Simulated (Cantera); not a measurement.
A closed system holds: 1 mol SiO2, 2.8 mol N2, at 1000 Pa.

Equilibrium computed with Cantera from the NASA thermochemical tables; the gas is ideal and each condensed phase is pure. Candidate condensed phases: Si, SiO2, Si2N2O, Si3N4; 16 gas species. The tables hold silica as quartz up to 1696 K and as liquid above; real silica turns to tridymite and cristobalite and melts near 1996 K. Rates play no part.

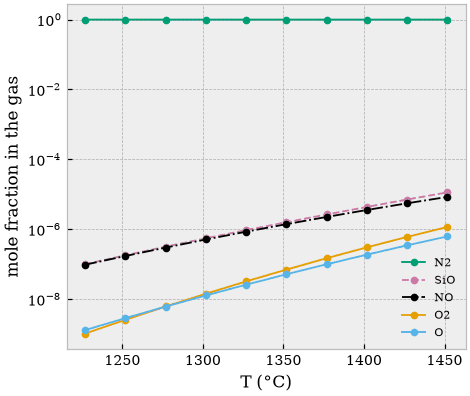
*Equilibrium gas composition (values under 1e-9 drawn at 1e-9)*

Read off the mole fractions at 1302 °C.

N2 about 1.00, SiO about 5.5e-7, NO about 5.1e-7, O2 about 1.4e-8, O about 1.3e-8.
